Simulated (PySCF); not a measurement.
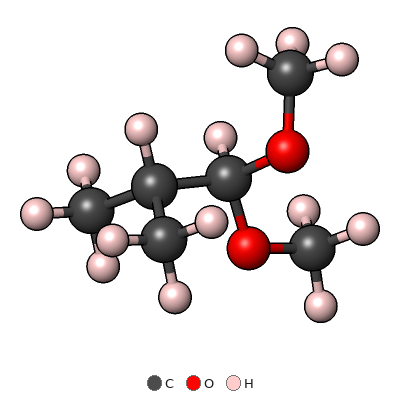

The molecule: C₆H₁₄O₂ (isobutylaldehyde dimethyl acetal), SMILES COC(OC)C(C)C.

Simulated rotational absorption lines between 2 and 20 GHz at 10 K: rigid rotor with the equilibrium constants and dipole of one optimised conformer (PBE0-D3(BJ)/def2-SVP, PySCF 2.14.0), commonest isotopes; no centrifugal distortion, hyperfine structure, internal rotation or nuclear-spin weights; lines within 1 MHz of each other are summed.

Question: What are the rotational constants, and what kind of rotor is it?

Answer: Rotational constants A, B, C = 2.207, 1.708, 1.234 GHz; Ray's κ = −0.03, an asymmetric top midway between the limits.

Question: Which dipole components drive the lines?

Answer:
|μa|, |μb|, |μc| = 0.80, 0.66, 1.47 D; c-type lines carry 48 % of the intensity in this range.

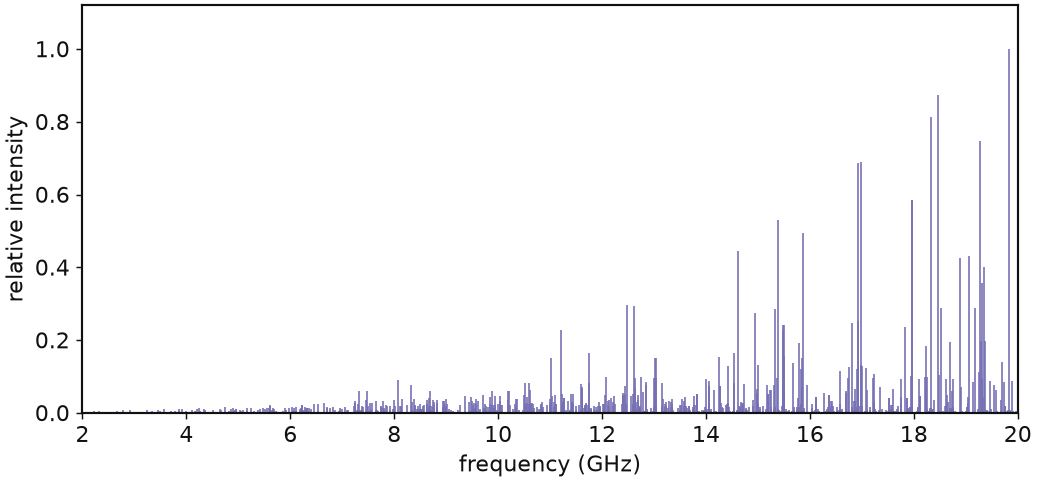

Caveats: coarse grid, loose stop and no frequency check, small forces are noise and the end may be a saddle.
